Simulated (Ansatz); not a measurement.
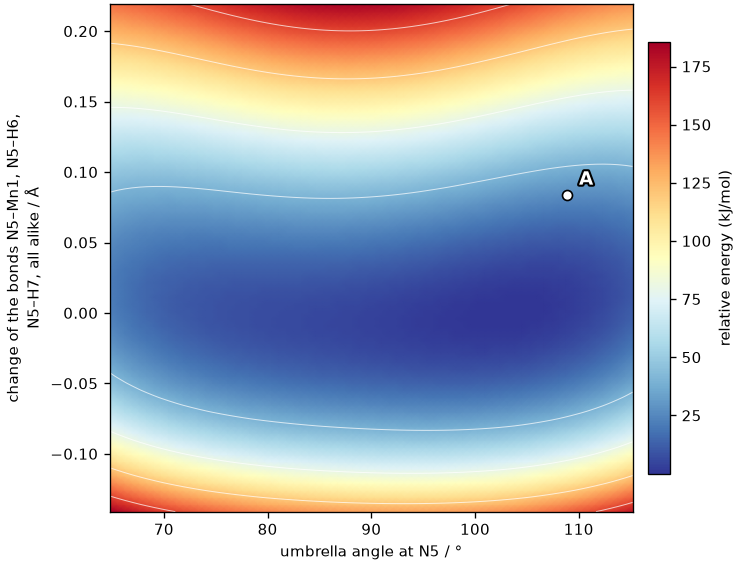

MnO3(NH2). First axis: umbrella angle at N5 (between each of its bonds and their common axis; 90 is planar). Second axis: change of the bonds N5–Mn1, N5–H6, N5–H7, all alike. Nothing is relaxed (all other coordinates rigid). The scan uses a 9 × 9 grid. Points are written as (first, second). All energies are given in kJ/mol relative to the relaxed molecule at the same level. Theory: RKS PBE-D4/def2-SVP (Ansatz 0.2.0).

The picture shows a smooth colour map with a few white contour lines, the point A. Between grid points the surface is interpolated.

Is A at rest? If not, where is it pushed?

Answer. A, at (108.9°, 0.084 Å), is not a stationary point. The computed force is 0.32 kJ/mol for each degree towards larger values of the first coordinate and 600 kJ/mol for each Å towards smaller values of the second coordinate.
